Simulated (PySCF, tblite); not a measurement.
Breaking a bond: IBr, singlet.

- GFN2-xTB, 300 K electronic temperature (tblite)
- UHF/def2-TZVP, def2 effective core potentials past Kr (PySCF)
- RKS-BHandHLYP = restricted BHandHLYP/def2-TZVP, def2 effective core potentials past Kr (PySCF 2.14.0)
- UKS-r2SCAN = unrestricted r2SCAN/def2-TZVP, def2 effective core potentials past Kr run with PySCF

Energies are in kJ/mol, each relative to the lowest point of its own curve near equilibrium.

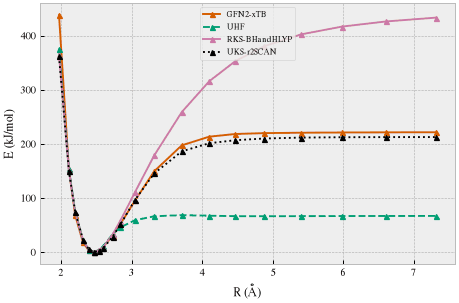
Energy against bond length for each method.

```tsv
R / Å	GFN2-xTB	UHF	RKS-BHandHLYP	UKS-r2SCAN
1.97	437.7	375.3	364.6	361.8
2.11	152.8	154.1	150.2	150.1
2.20	67.8	74.7	73.4	74.1
2.31	17.7	21.7	21.8	22.8
2.39	3.2	4.5	4.8	5.4
2.46	0.0	0.0	0.0	0.0
2.54	3.6	3.8	3.0	2.0
2.60	9.9	11.4	9.6	7.7
2.73	30.2	33.1	32.7	28.3
2.84	51.6	45.6	57.9	51.1
3.05	95.8	58.9	111.4	96.9
3.32	149.3	66.0	178.6	145.4
3.71	197.1	68.2	258.5	186.0
4.10	213.2	67.1	315.6	201.0
4.47	218.1	66.3	352.8	206.6
4.88	219.7	66.1	380.3	209.7
5.40	220.4	66.3	402.1	211.4
5.98	220.9	66.5	416.5	212.1
6.60	221.1	66.6	425.9	212.3
7.32	221.3	66.7	433.1	212.4
```

At the longest distance, 7.32 Å, RKS-BHandHLYP lies highest above its minimum (433.1 kJ/mol) and UHF lowest (66.7 kJ/mol).

The unrestricted determinant behind UHF is spin-contaminated at 2.73 to 7.32 Å (<S²> up to 1.0, against 0.00 for a pure singlet). The restricted form behind RKS-BHandHLYP keeps the bonding electrons paired and can't separate into open-shell fragments. The unrestricted determinant behind UKS-r2SCAN is spin-contaminated at 3.05 to 7.32 Å (<S²> up to 1.0, against 0.00 for a pure singlet).
